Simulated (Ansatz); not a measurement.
Input file:

```
crystal:
  lattice:
    - [1.5823510091, 0.9135707811, 14.2602665592]
    - [-1.5823510091, 0.9135707811, 14.2602665592]
    - [0.0, -1.8271415621, 14.2602665592]
  atoms:
    - { symbol: "N", position: [0.0232042677, 0.0232042677, 0.0232042677] }
    - { symbol: "N", position: [0.7504590723, 0.7504590723, 0.7504590723] }
    - { symbol: "N", position: [0.4778940828, 0.4778940828, 0.4778940828] }
    - { symbol: Sb, position: [0.2237392451, 0.2237392451, 0.2237392451] }
    - { symbol: Ga, position: [0.7049320545, 0.7049320545, 0.7049320545] }
    - { symbol: Ga, position: [0.43244304, 0.43244304, 0.43244304] }
    - { symbol: Ga, position: [0.1605302235, 0.1605302235, 0.1605302235] }
    - { symbol: Ga, position: [0.9767980142, 0.9767980142, 0.9767980142] }
kpoints:
  mp_grid: { grid: [10, 10, 10] }
  band_path:
    path:
      - [[0.0, 0.0, 0.0], [-0.5, -0.5, -0.5], [-0.5, -0.1694028037719, -0.8305971962281]]
      - [[-0.1694028037719, 0.1694028037719, -0.5], [-1.769652288666e-16, -3.560724302375e-17, -0.5], [0.0, 0.0, 0.0], [-3.341774176551e-16, 0.334701401886, -0.334701401886]]
      - [[-0.334701401886, -6.352932307583e-17, -0.665298598114], [-0.5, -6.352932307583e-17, -0.5], [0.0, 0.0, 0.0]]
    npoints: 10
hamiltonian:
  xc: pbe
scf:
  occupations: { method: fermi_dirac, width: 0.02 }
  n_extra_bands: 6
output:
  forces: true
  stress: true
  eigenvalues: true
  write_density: true
  write_potential: true
  elf: true
  volumetric_format: npy
```

Launched as:

```sh
ansatz run input.yaml --threads 4 --pin off --max-ram 6451MiB --backend cpu --events-out ev --progress --plain --runs-dir out
```

Below, planes, directions and counts refer to the conventional cell (a = 3.16 Å, b = 3.16 Å, c = 42.78 Å, α = 90.00°, β = 90.00°, γ = 120.00°).

Space group R3m; started from the ordered alloy on zincblende lattice prototype, which need not be the ambient phase; not relaxed (largest force 0.4 eV/Å); computed pressure about 4 GPa in this cell.

Theory: DFT, PBE, plane waves, PAW in Ansatz.

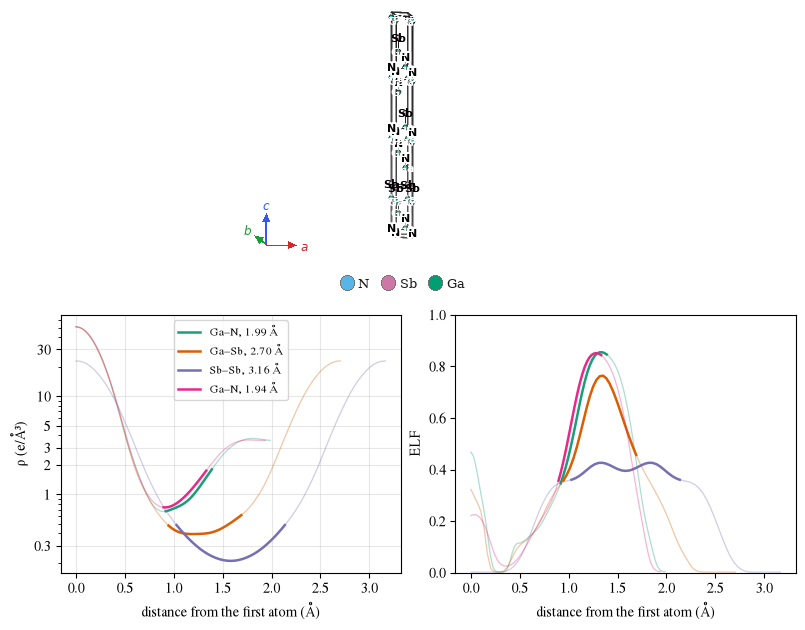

Ga4SbN3. Valence pseudo-density and ELF along straight lines between neighbouring atoms. Thin, pale parts lie inside the atomic spheres. The structure is drawn too.

In a PAW calculation such maps are meaningful between the atoms, not at the nuclei.

### What can be read from the curves?

Ga–N (1.99 Å): ρ at the midpoint is about 0.71 e/Å³; the ELF peaks at about 0.85 in the valence shell of N, 0.6 Å from its nucleus, and is about 0.45 at the midpoint.
Ga–Sb (2.70 Å): ρ at the midpoint is about 0.4 e/Å³; the ELF peaks at about 0.75 between the atoms.
Sb–Sb (3.16 Å): ρ at the midpoint is about 0.21 e/Å³; the ELF is about 0.40 at the midpoint.
Ga–N (1.94 Å): ρ is about 0.76 e/Å³ halfway; the ELF peaks at about 0.85 in the valence shell of N, 0.7 Å from its nucleus, and is about 0.45 at the midpoint.
